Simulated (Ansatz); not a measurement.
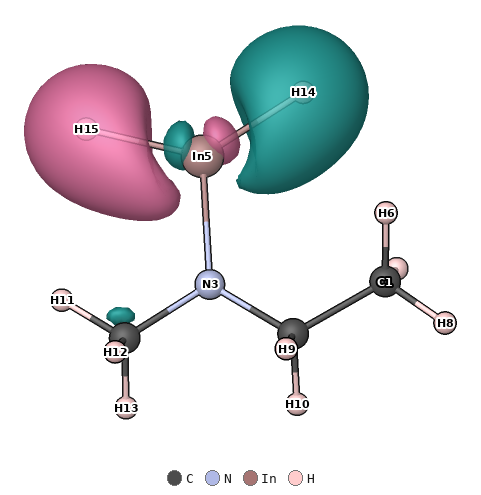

Figure. C3H10InN (SMILES CC[N](C)[InH2]). The HOMO−1 at ±0.15 Å⁻³ᐟ² (teal and pink are the two phases), seen at an oblique angle.

Geometry: PBE0-D4/def2-TZVP; core potentials replace the inner electrons of In.

The calculation used RKS PBE0-D4/def2-TZVPP in Ansatz 0.2.0.

```xyz
15

C     0.2819    1.3663   -1.3449
C    -0.1618   -0.0458   -1.0413
N    -0.0907   -0.4035    0.3520
C    -0.5281   -1.7581    0.5739
In    0.5241    0.7413    1.9043
H     1.3227    1.5302   -1.0518
H    -0.3348    2.1008   -0.8195
H     0.2008    1.5664   -2.4154
H     0.4492   -0.7481   -1.6343
H    -1.1952   -0.1819   -1.4046
H    -0.4716   -2.0214    1.6326
H     0.0874   -2.4820    0.0171
H    -1.5692   -1.9090    0.2479
H     1.0451    2.3469    1.6472
H     0.4185   -0.1531    3.3662
```

> Describe this orbital and give its energy.

Its weight (Hirshfeld) is mainly on In5 (about 35 %), H14 (about 30 %) and H15 (about 25 %). Its energy is −8.16 eV.
